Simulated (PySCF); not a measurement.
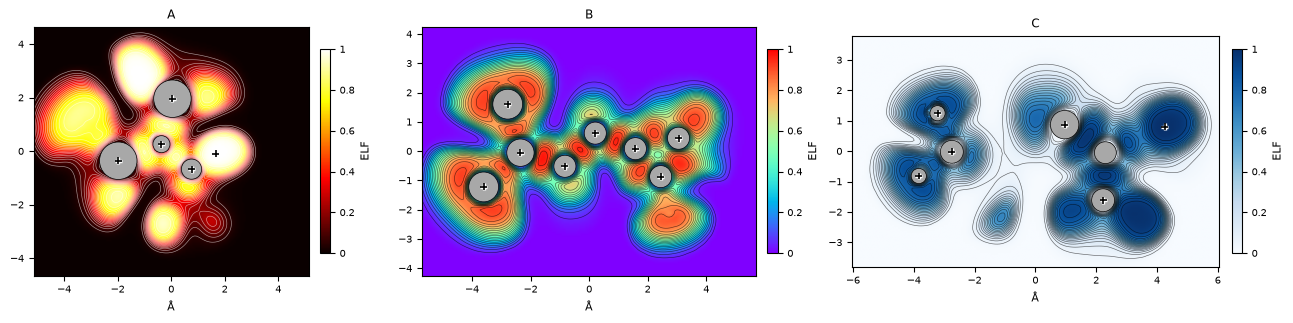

The ELF of 3 systems, each on a plane through atoms (crosses mark nuclei in the plane; grey discs cover the cores).

Theory: PBE0/pcSseg-1, SCF density, gas phase, non-relativistic in PySCF 2.14.0.

System 1: C3H10B3F3Si (SMILES CB(C)BB[SiH2]C(F)(F)F), the plane of atoms F8, C7 and F9. Geometry: GFN2-xTB.

```xyz
20

C    -2.9268   -1.2648   -0.4507
B    -1.6540   -0.3349   -0.5925
C    -1.8864    1.2284   -0.4888
B    -0.1450   -0.9221   -0.8427
B     0.8354   -1.1042    0.3933
Si    1.9269    0.4090    1.0013
C     3.3044    0.6451   -0.3751
F     4.0229   -0.4816   -0.5914
F     4.2050    1.6093   -0.1002
F     2.7678    0.9698   -1.5756
H    -2.7117   -2.2608   -0.0706
H    -3.3610   -1.4006   -1.4419
H    -3.7088   -0.8268    0.1667
H    -2.8432    1.5418   -0.9024
H    -1.9055    1.4954    0.5689
H    -1.1057    1.8306   -0.9472
H     0.1287   -1.1280   -1.9637
H     0.9182   -2.0892    1.0289
H     2.7743    0.3257    2.2059
H     1.3593    1.7687    1.0328
```

System 2: C5H6BCl2F, the plane of atoms C4, C5 and B6. Geometry: GFN2-xTB.

```xyz
15

F    -2.3381   -0.2964    2.0692
C    -2.0284   -0.2422    0.7840
C    -1.1545   -0.0775   -0.1560
C     0.2083    0.1770   -0.6436
C     1.2391    0.0469    0.4875
B     2.7486    0.3136    0.0710
Cl    4.0085    0.0935    1.2206
Cl    3.1681    0.8230   -1.5131
C    -2.5944   -0.3629   -0.5853
H     0.2513    1.1809   -1.0765
H     0.4365   -0.5269   -1.4481
H     1.1485   -0.9502    0.9283
H     0.9568    0.7320    1.2929
H    -3.2023    0.4381   -0.9919
H    -2.8525   -1.3411   -0.9777
```

System 3: C3H12ClNSi2 (SMILES CC(C)N([SiH3])[SiH2]Cl), the plane of atoms Si5, N4 and Si6. Geometry: GFN2-xTB.

```json
{"atom": "C", "x (Å)": "-1.3459", "y (Å)": "-0.4343", "z (Å)": "1.2653"}
{"atom": "C", "x (Å)": "-0.8409", "y (Å)": "-0.1840", "z (Å)": "-0.1543"}
{"atom": "C", "x (Å)": "-1.4285", "y (Å)": "1.1010", "z (Å)": "-0.7284"}
{"atom": "N", "x (Å)": "0.6181", "y (Å)": "-0.1899", "z (Å)": "-0.2096"}
{"atom": "Si", "x (Å)": "1.3588", "y (Å)": "-1.6477", "z (Å)": "-0.8262"}
{"atom": "Si", "x (Å)": "1.4922", "y (Å)": "1.1814", "z (Å)": "0.3732"}
{"atom": "Cl", "x (Å)": "3.3026", "y (Å)": "0.5781", "z (Å)": "1.0019"}
{"atom": "H", "x (Å)": "-0.8983", "y (Å)": "-1.3420", "z (Å)": "1.6619"}
{"atom": "H", "x (Å)": "-1.0835", "y (Å)": "0.3950", "z (Å)": "1.9165"}
{"atom": "H", "x (Å)": "-2.4274", "y (Å)": "-0.5484", "z (Å)": "1.2629"}
{"atom": "H", "x (Å)": "-1.1871", "y (Å)": "-1.0156", "z (Å)": "-0.7792"}
{"atom": "H", "x (Å)": "-2.5088", "y (Å)": "1.0079", "z (Å)": "-0.8137"}
{"atom": "H", "x (Å)": "-1.0150", "y (Å)": "1.2885", "z (Å)": "-1.7159"}
{"atom": "H", "x (Å)": "-1.2012", "y (Å)": "1.9503", "z (Å)": "-0.0899"}
{"atom": "H", "x (Å)": "0.5486", "y (Å)": "-2.0626", "z (Å)": "-1.9742"}
{"atom": "H", "x (Å)": "2.7155", "y (Å)": "-1.3317", "z (Å)": "-1.2466"}
{"atom": "H", "x (Å)": "1.3398", "y (Å)": "-2.6893", "z (Å)": "0.2066"}
{"atom": "H", "x (Å)": "0.8413", "y (Å)": "1.7877", "z (Å)": "1.5322"}
{"atom": "H", "x (Å)": "1.7100", "y (Å)": "2.1649", "z (Å)": "-0.6899"}
```

> Match each panel to its system.

Panel A is system 3, C3H12ClNSi2: the plane holds C, N, Si and H. C–N (1.46 Å): the ELF peaks at about 0.90 between the atoms: a covalent bond. Panel B is system 2, C5H6BCl2F: the plane holds C, B and Cl. C–C (1.29 Å): the ELF peaks at about 0.80 between the atoms: a short, multiple covalent bond. Panel C is system 1, C3H10B3F3Si: the plane holds C, B, F and H. C–F (1.35 Å): the ELF peaks at about 0.85 between the atoms, as expected for a polar covalent bond.
